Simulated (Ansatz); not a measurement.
Input file:

```
crystal:
  periodic: [false, false, false]
  atoms:
    - { symbol: Al, position_ang: [0.0, 0.0, 0.0] }
    - { symbol: O, position_ang: [1.2704, 0.0, 1.5187] }
    - { symbol: H, position_ang: [0.3609, -0.2814, 1.8559] }
    - { symbol: H, position_ang: [1.7458, 0.0, 0.2228] }
    - { symbol: Cl, position_ang: [-1.9312, 0.0, -1.115] }
basis:
  gaussian: { orbitals: def2-SVP }
hamiltonian:
  xc: r2scanh
  dispersion: d4
relax:
  f_tol: 0.15
  max_steps: 25
  restrain:
    - { distance: [1, 3], at: 1.01, k: 30.0 }
    - { distance: [0, 1], at: 2.98, k: 30.0 }
    - { distance: [0, 3], at: 2.76, k: 30.0 }
output:
  orbitals: {}
```

Launched as:

```sh
ansatz run input.yaml --threads 1 --pin off --max-ram 2048MiB --backend cpu --events-out ev --progress --plain --runs-dir out
```

The fields are those of the run's last geometry, not of the input's.

Not at a stationary point (largest force 1.0 eV/Å).

Method: RKS r2SCANh-D4/def2-SVP (Ansatz 0.2.0).

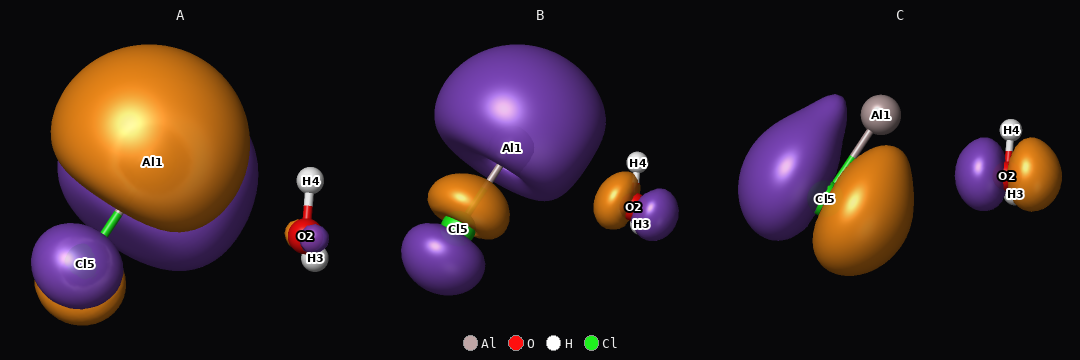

AlCl···H₂O. Three frontier orbitals at ±0.08 Å⁻³ᐟ² (orange and purple are the two phases), in no order.

Question: Order the three orbitals by energy and name them.

Answer: C is the HOMO−1 (−8.28 eV). Its weight (Hirshfeld) is mainly on Cl5 (about 80 %) and O2 (about 10 %); largely a lone pair of Cl5. B is the HOMO (−6.19 eV). By Hirshfeld shares it lies mainly on Al1 (about 75 %) and Cl5 (about 15 %). A is the LUMO (−1.75 eV). By Hirshfeld shares it lies mainly on Al1 (about 85 %) and Cl5 (about 10 %).

Question: What is the HOMO–LUMO gap?

Answer: 4.44 eV between the orbital energies.
